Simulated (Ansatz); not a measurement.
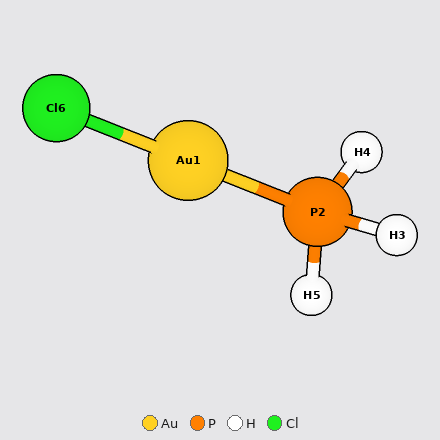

The system is Au(PH3)Cl; the picture shows the reference structure. 
- The first coordinate is: bond length Au1–P2; the second: angle H4–P2–Au1.
- Nothing is relaxed (all other coordinates rigid).
- The scan uses an 11 × 11 grid.
- Points are written as (first, second).
- All energies are given in kJ/mol relative to the lowest grid point.
- All numbers below come from Ansatz 0.2.0, RKS PBE0-D4/def2-TZVP.

Its coordinates:

```xyz
6

Au   -0.0035    0.0015   -1.4351
P     0.0019   -0.0007    0.7812
H     0.8079   -0.9447    1.4462
H    -1.2155   -0.2264    1.4519
H     0.4182    1.1668    1.4494
Cl   -0.0091    0.0035   -3.6935
```

Range: bond length Au1–P2 from 1.862 to 2.881 Å; angle H4–P2–Au1 from 73.3 to 163.3°.

What will the energy surface look like?

Answer. The lowest grid point is at (2.168 Å, 118.3°). It is the only kind of minimum in the scanned range. The highest grid point, (1.862 Å, 73.3°), lies 323 kJ/mol above the lowest. Round the minimum the two coordinates are nearly uncoupled.

```
angle H4–P2–Au1 ↓, bond length Au1–P2 →  1.862  1.964  2.066  2.168  2.270  2.371  2.473  2.575  2.677  2.779  2.881
                                  163.3    302    209    162    144    142    151    164    180    197    212    226
                                  154.3    250    157    110     92     92    101    116    133    151    168    183
                                  145.3    209    116     69     52     52     62     78     96    115    133    149
                                  136.3    181     88     40     23     23     34     51     70     89    108    125
                                  127.3    166     71     23      5      6     17     34     54     74     93    111
                                  118.3    164     68     19      0      0     11     28     48     69     88    107
                                  109.3    175     77     26      6      5     16     33     52     73     93    112
                                  100.3    198     97     44     23     21     30     47     66     86    106    125
                                   91.3    232    129     73     50     46     54     69     88    107    127    146
                                   82.3    275    168    110     84     79     85     99    116    135    154    172
                                   73.3    323    213    151    123    115    120    132    148    166    185    202
```

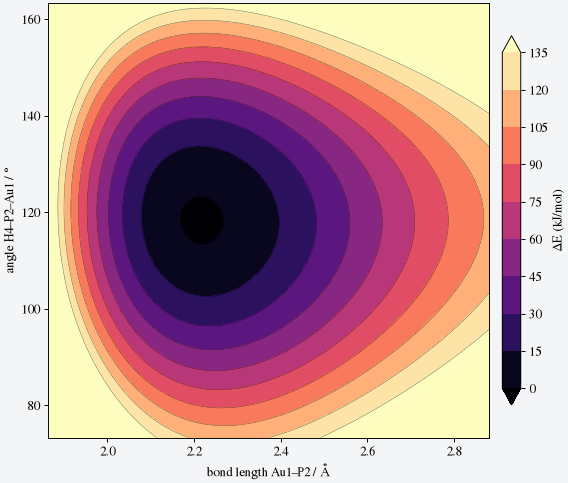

In the figure: filled contours, one colour for all values above the top of the scale. Between grid points the surface is interpolated.

Time for the 121 points that were run: 11 min on 1 thread of Arm Neoverse V1 (shared host).
